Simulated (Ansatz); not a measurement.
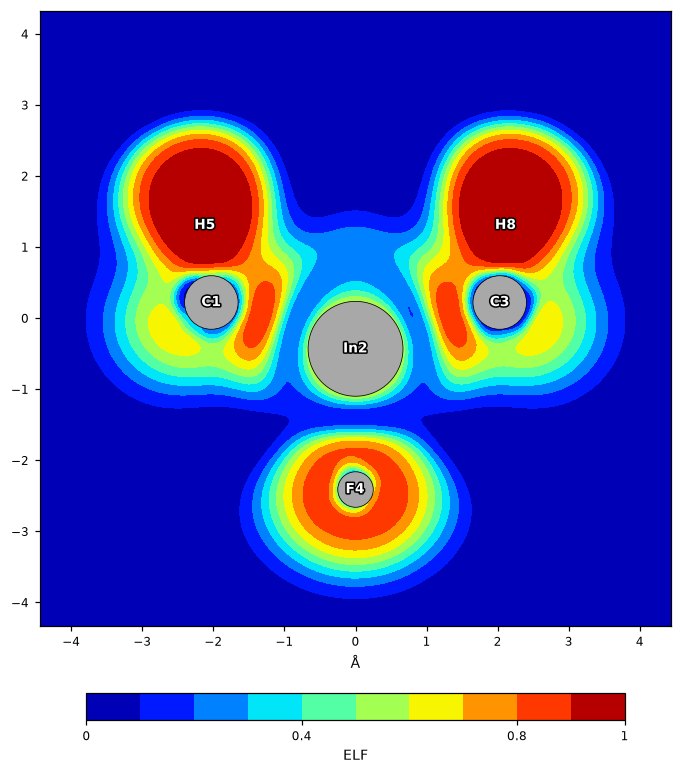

*C$_{2}$H$_{6}$FIn (SMILES [CH3][In]([CH3])[F]). ELF on the plane of atoms In2, C1 and H5. Grey discs cover the atomic cores.*

Geometry: PBE0-D4/def2-TZVP; core potentials replace the inner electrons of In.

Method: Ansatz 0.2.0, RKS PBE0-D4/def2-TZVPP.

```xyz
10

C    -0.9200    1.8096   -0.2653
In   -0.2152   -0.1248    0.2848
C     1.2319   -1.6288   -0.1457
F    -1.3450   -0.7798    1.7732
H    -0.3406    2.2456   -1.0782
H    -1.9653    1.7255   -0.5664
H    -0.8681    2.4591    0.6097
H     1.8975   -1.3423   -0.9589
H     1.8166   -1.8154    0.7563
H     0.7081   -2.5487   -0.4094
```

> What do the fields say about this system?

The plane passes through C, In, F and H nuclei.
In–F (1.98 Å): the ELF peaks at about 0.80 in the valence shell of F, 0.5 Å from its nucleus, and drops to about 0.10 between the two atoms.
C–In (2.13 Å): the ELF peaks at about 0.90 in the valence shell of C, 0.7 Å from its nucleus, and drops to about 0.20 between the two atoms.
C–H (1.09 Å): the ELF climbs to about 1 towards the hydrogen, as it does in any bond to H: a covalent bond by its length.
The ELF also peaks beside F4, away from the bonds: lone-pair regions.
